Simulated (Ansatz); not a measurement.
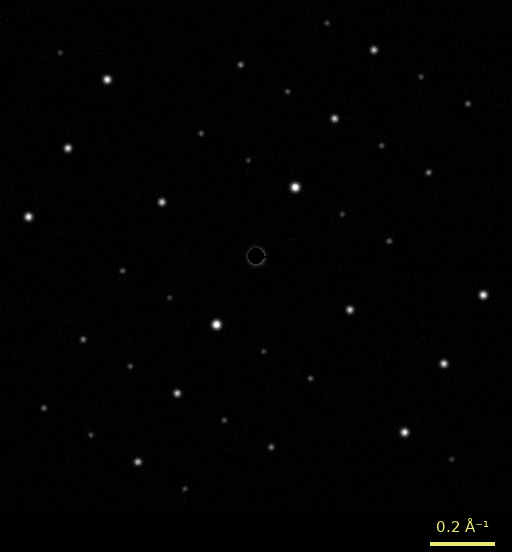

The pattern is a kinematic simulation for 80 kV electrons (no multiple scattering; isotropic B = 0.3 Å²).

Describe the geometry of this pattern.

Answer. The spots form a rectangular net whose two shortest vectors correspond to d = 5.83 Å and 3.99 Å, 90.0° apart.

What is the point symmetry of the pattern, intensities included?

Answer. 2mm. A zero-layer kinematic pattern is always centrosymmetric (Friedel's law).

Which crystal and zone produced it?

Answer. This cannot be fixed from one zone alone; the pattern is [011] of SnBi2Sb2, space group Ibam (No. 72), a = 7.985 Å, b = 12.791 Å, c = 6.554 Å. The net vectors are 0 1 -1 (itself extinct) and 2 0 0. Structure: the geometry relaxed with Ansatz, DFT, PAW plane waves, pbe; the starting structure was generated, so it need not be a known form of this composition.
